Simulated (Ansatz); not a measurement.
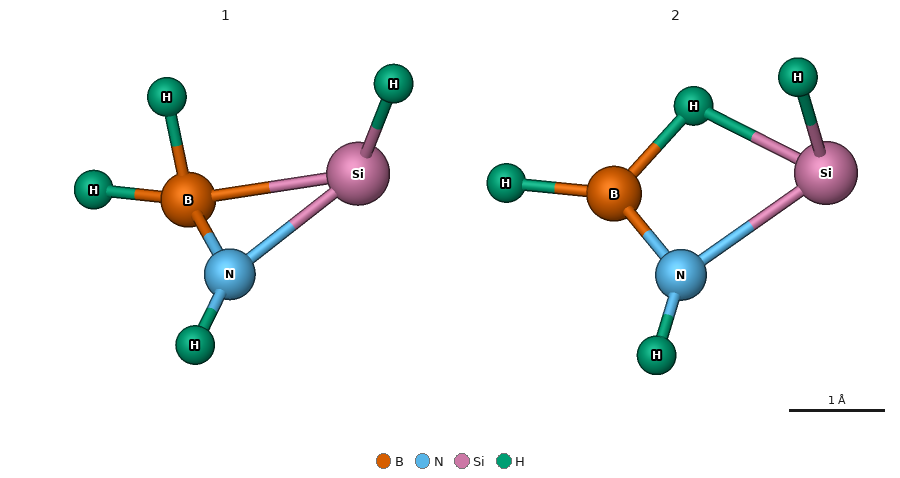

Two geometries of BSiNH$_{4}$, drawn at one scale. One is the start of a relaxation, the other its converged end. Style: ball-and-stick. Shown at a tilt.

Method: RKS PBE-D4/def2-SVP in Ansatz 0.2.0. (force threshold 0.03 eV/Å; at most 250 steps)

**Which geometry has the lower energy?**

Structure 2 is the relaxed one. It is one of the separated reactants of a reaction. An H atom moves most after the best rigid fit: 0.99 Å. By element the largest moves are H 0.99 Å, B 0.32 Å, Si 0.19 Å, N 0.07 Å. Among the contacts that change: B–Si 1.929 → 2.303 Å, H–Si 2.197 → 1.832 Å, B–H 1.150 → 1.319 Å, N–Si 1.756 → 1.883 Å. Bond angles that change, for instance: H–B–H 84.3° → 114.9°, N–Si–H 115.1° → 96.5°, B–N–Si 74.9° → 89.0°. Groups turn about N–Si by about 30°. Over 10 geometry steps the energy falls by 265.1 kJ/mol. Largest force component: 2.9 eV/Å at the start, 0.01 eV/Å at the end.
